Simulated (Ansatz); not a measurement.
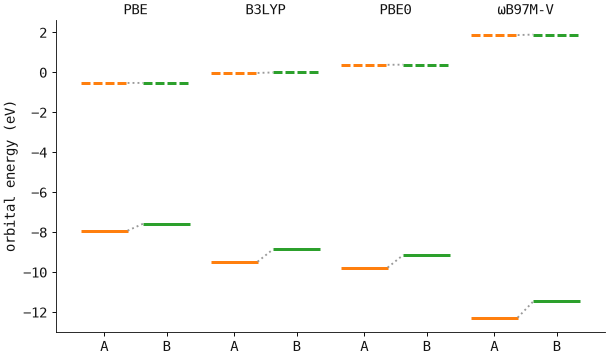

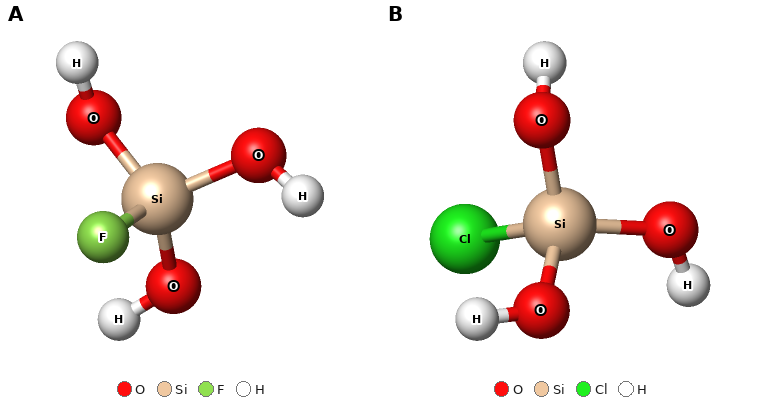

One change: A, SiH₃O₃F (SMILES O[Si](O)(O)F), becomes B, SiH₃O₃Cl (SMILES O[Si](O)(O)Cl). F on Si is replaced by Cl. HOMO (solid) and LUMO (dashed) computed in def2-TZVPP at PBE0-D4/def2-TZVP geometries, both minima by their frequencies, gas phase, the Ansatz code 0.2.0. Empty levels above zero depend strongly on the basis.

**What does the change do to HOMO and LUMO?**

PBE: the HOMO rises by 0.35 eV, the LUMO hardly moves, and the separation goes from 7.39 to 7.04 eV. B3LYP: the HOMO rises by 0.63 eV, the LUMO rises by 0.03 eV, and the separation goes from 9.44 to 8.84 eV. PBE0: the HOMO rises by 0.63 eV, the LUMO hardly moves, and the separation goes from 10.15 to 9.52 eV. ωB97M-V: the HOMO rises by 0.81 eV, the LUMO rises by 0.03 eV, and the separation goes from 14.14 to 13.35 eV.

**Do the functionals agree on the effect?**

They agree on the direction for both levels; the HOMO shift lies between 0.35 and 0.81 eV and the LUMO shift between 0.00 and 0.03 eV, while the separations themselves differ by up to 6.7 eV between functionals.
